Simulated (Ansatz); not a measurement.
## Electronic structure of ClGaH$_{3}$N···SiH$_{4}$ in real space

```xyz
11

Ga    0.0792   -0.9431   -0.1078
Cl   -0.5289   -2.2558    1.5056
H     1.5428   -0.9818   -0.6240
N    -1.2239    0.1400   -0.7369
H    -2.1742    0.1050   -0.4224
H    -1.1231    0.7453   -1.5282
Si   -0.5711    3.1778    1.2332
H    -1.9857    2.7789    1.4062
H    -0.3090    4.4040    2.0228
H    -0.2940    3.4560   -0.1956
H     0.3239    2.0977    1.7124
```

All numbers below come from RHF/def2-SVP (Ansatz).

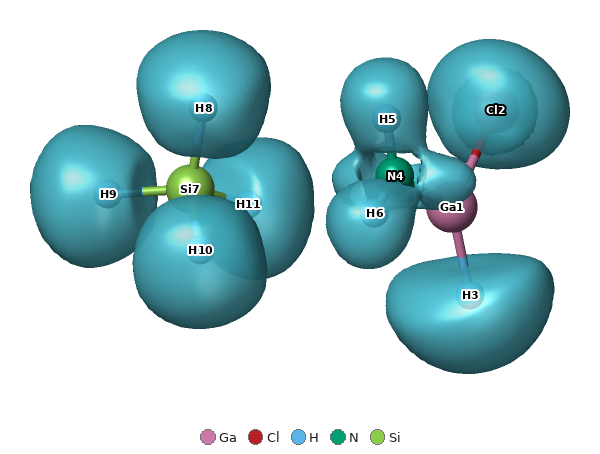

Figure 1. Isosurface of the electron localisation function at 0.8 (cyan), seen from one side. Core shells and regions of very low density are left out.

Q: What do the ELF domains correspond to?

A: The surface consists of five regions around hydrogen nuclei, one region wrapped around Cl (its valence shell) and one joined region spread over several atoms (H, N), in which their bonds and any lone pairs are merged. Profiles from the grid: Si7···N4 (3.68 Å): the ELF dips to about 0 between them: a non-bonded, intermolecular contact. Ga–N (1.81 Å): the ELF peaks at about 0.90 in the valence shell of N, 0.6 Å from its nucleus, and is about 0.35 at the midpoint.

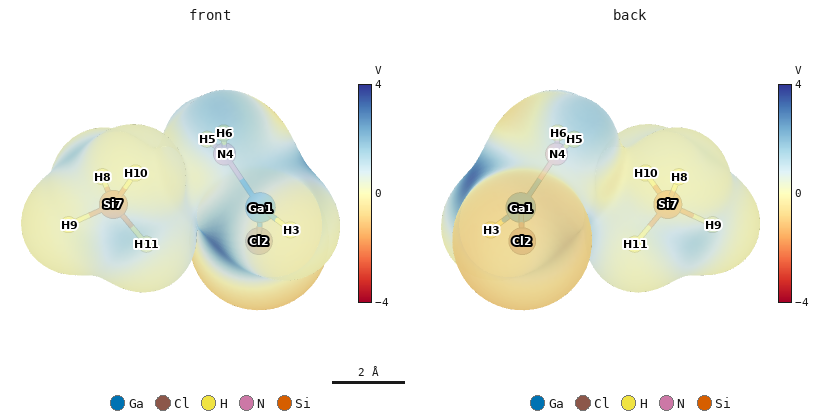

Figure 2. The electrostatic potential painted on the density surface at 0.002 e/bohr³, seen from the front and from behind; the colour scale runs from red (negative) to blue (positive).

Q: Where is the surface potential most negative and most positive?

A: The most negative region (about −0.9 V) lies over Cl2, the most positive (about +3.2 V) over Ga1.

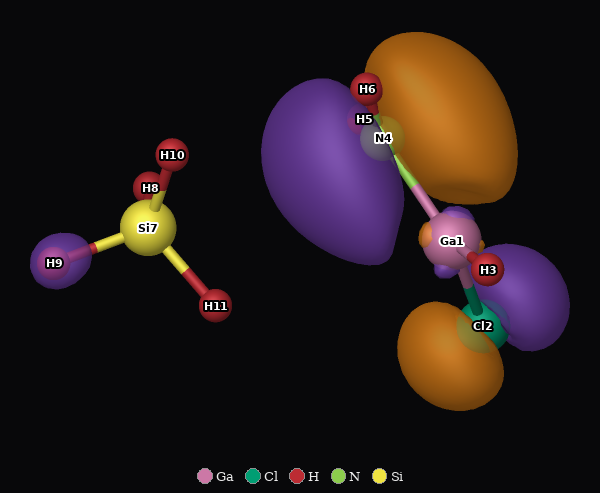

Figure 3. The HOMO at ±0.08 Å⁻³ᐟ² (orange and purple are the two phases), seen at a tilt.

Q: Where does this orbital lie, and at what energy?

A: It lies mainly on N4 (about 65 %), Ga1 (about 10 %) and Cl2 (about 10 %); largely a lone pair of N4. Its energy is −11.12 eV.
